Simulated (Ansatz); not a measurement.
Consider TaIr2PtAu3.

```xyz
7
Lattice="3.7793 0.0000 0.0000 0.0000 3.7793 0.0000 0.0000 0.0000 7.7253" Properties=species:S:1:pos:R:3 pbc="T T T"
Ta    0.0000    0.0000    7.0844
Ir    1.8896    0.0000    0.9834
Ir    0.0000    1.8896    0.9834
Pt    1.8896    1.8896    2.9653
Au    0.0000    0.0000    3.0660
Au    1.8896    0.0000    5.1429
Au    0.0000    1.8896    5.1429
```

Space group P4mm; a generated structure, not necessarily the stable one; changed on purpose from its base cell (volume × 0.88, shape and atoms relaxed); computed pressure about 32 GPa in this cell; computed without spin polarisation.

Theory: Ansatz, DFT PBE, scalar-relativistic, plane waves, PAW.

What can the converged valence pseudo-density and electron localisation function tell about the bonding?

Ta–Ir (2.49 Å): the density is about 0.67 e/Å³ at the midpoint; the ELF is about 0.40 at the midpoint.
Ta–Au (2.71 Å): ρ at the midpoint is about 0.4 e/Å³; the ELF is about 0.30 at the midpoint.

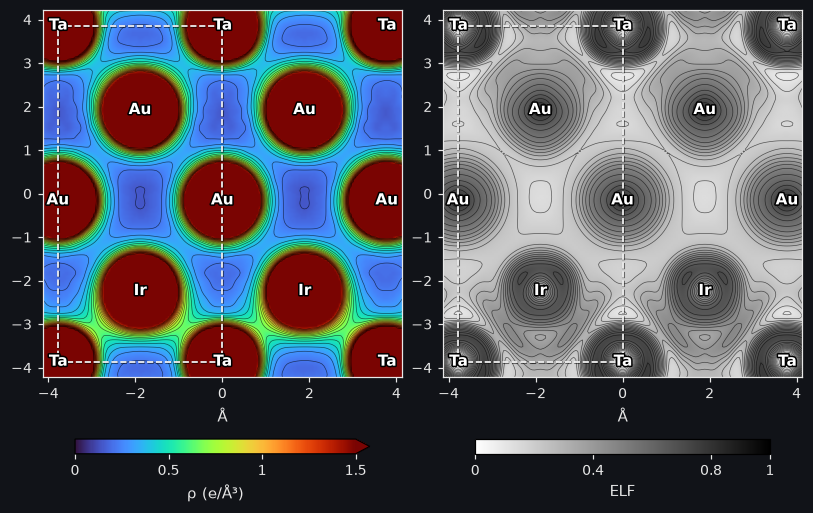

Computed valence pseudo-density and electron localisation function on the (010) plane of the conventional cell, in this order. 

In a PAW calculation such maps are meaningful between the atoms, not at the nuclei.
